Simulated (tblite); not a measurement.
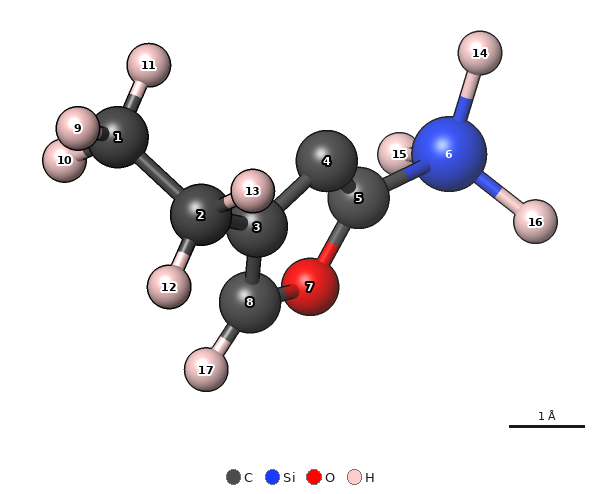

*The input geometry (ball-and-stick view, seen at a tilt; atoms are numbered from 1 in the order of the input).*

Bond lengths as drawn: C–C 1.36 to 1.53 Å, C–H 1.07 to 1.09 Å, C–O 1.35 to 1.37 Å, C–Si 1.87 Å and H–Si 1.46 to 1.47 Å.

# C₆H₉OSi: frequency calculation

The run: frequency calculation of C₆H₉OSi, multiplicity 2. Method and program: GFN2-xTB harmonic vibrations, gas phase (tblite 0.8.0).

It belongs to a series of runs on one base structure; here: H removed from aryl C.

## The program's output
```
mode    cm-1     km/mol
  1      26.5      0.04
  2      42.6      0.13
  3     100.1      0.95
  4     136.7      0.86
  5     181.8      0.39
  6     207.7      0.15
  7     325.1      0.40
  8     381.2      1.11
  9     440.2     14.04
 10     519.2     49.35
 11     552.3     78.30
 12     582.6     26.49
 13     614.3      6.11
 14     673.6      4.88
 15     725.1      6.29
 16     763.5    186.95
 17     783.7    373.39
 18     794.7    280.45
 19     819.3      8.08
 20     908.1     10.41
 21     959.5     12.94
 22    1051.3      3.80
 23    1060.5     11.27
 24    1078.2     53.74
 25    1083.6      5.78
 26    1147.9      8.71
 27    1212.4     46.04
 28    1237.2      7.14
 29    1320.4      0.88
 30    1343.8      1.63
 31    1407.9      0.98
 32    1473.2      5.34
 33    1481.8     42.89
 34    1496.6      2.99
 35    1504.2      7.29
 36    1579.1      5.36
 37    2247.7    359.00
 38    2264.5    238.62
 39    2283.1    287.67
 40    2971.9     25.89
 41    2984.8     33.67
 42    3035.3     45.62
 43    3037.5     52.31
 44    3041.0     21.91
 45    3147.8     10.96
```

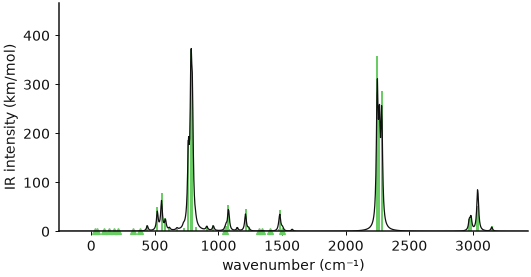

*Harmonic infrared spectrum, unscaled: sticks (degenerate modes added up, dark ones marked on the axis) with a Lorentzian envelope of 16 cm⁻¹ full width, scaled to the tallest stick.*

45 modes from 26 to 3148 cm⁻¹, none imaginary. The strongest line is at 784 cm⁻¹ (373 km/mol).

The run was set up as follows.

## Input
```
{"job": {"kind": "ir", "xc": "GFN2-xTB", "basis": "xTB"}, "charge": 0, "multiplicity": 2}
C     -2.653096     0.698544     0.508351
C     -2.013025    -0.624803     0.087174
C     -0.567845    -0.441084    -0.223150
C      0.505457    -0.243270     0.667705
C      1.665102    -0.081899    -0.019059
Si     3.446069     0.201714     0.474015
O      1.361183    -0.169871    -1.350226
C      0.034013    -0.378840    -1.450531
H     -3.704218     0.552799     0.745224
H     -2.575427     1.428634    -0.294225
H     -2.148401     1.097871     1.385072
H     -2.522115    -1.017050    -0.795446
H     -2.118932    -1.350985     0.896305
H      3.459451     0.419368     1.919547
H      3.956901     1.371809    -0.242104
H      4.242407    -0.976318     0.119714
H     -0.374522    -0.474588    -2.438277
```

The first line tells a small driver script what to run in tblite; the rest is the geometry in Å.

Run as:
```bash
OMP_NUM_THREADS=1 python <driver script> task.json out
```

## Key numbers

| quantity | value |
| --- | --- |
| outcome | converged |
| total energy | −628.9329 eV |
| zero-point energy | 78.6690 kcal/mol |
| hardware | 1 CPU thread, shared host |
| peak memory | 0.18 GiB |
